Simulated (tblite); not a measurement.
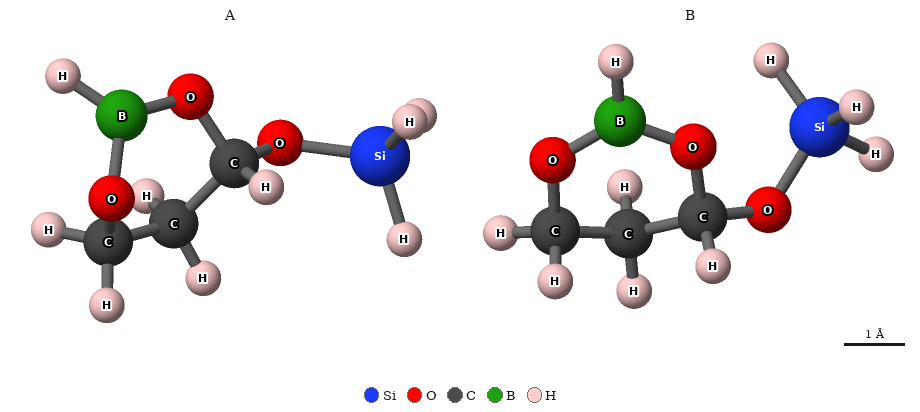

Two geometries of C$_{3}$H$_{9}$BO$_{3}$Si, drawn at one scale. One is the start of a relaxation, the other its converged end. Style: ball-and-stick. Shown from a free direction.

These are results of tblite, GFN2-xTB geometry optimisation, gas phase, not measurements. 

Which one is relaxed?

Answer. Structure B is the relaxed one. The largest move after the best rigid fit is that of an H atom, 2.65 Å. By element the largest moves are H 2.65 Å, O 1.28 Å, C 0.92 Å, B 0.65 Å, Si 0.60 Å. Among the contacts that change: O–Si 3.559 → 2.693 Å, B–O 1.468 → 1.345 Å, B–O 1.455 → 1.357 Å, O–Si 1.706 → 1.638 Å. Bond angles that change, for instance: C–O–B 105.2° → 120.0°, O–Si–H 106.5° → 96.3°, C–O–B 113.1° → 120.6°. Groups turn about C–O by about 120°, C–O by about 75°, B–O by about 70°. The energy falls by 39.0 kcal/mol in 177 geometry steps. The run took 2 s on 1 thread of Arm Neoverse N1 (shared host).
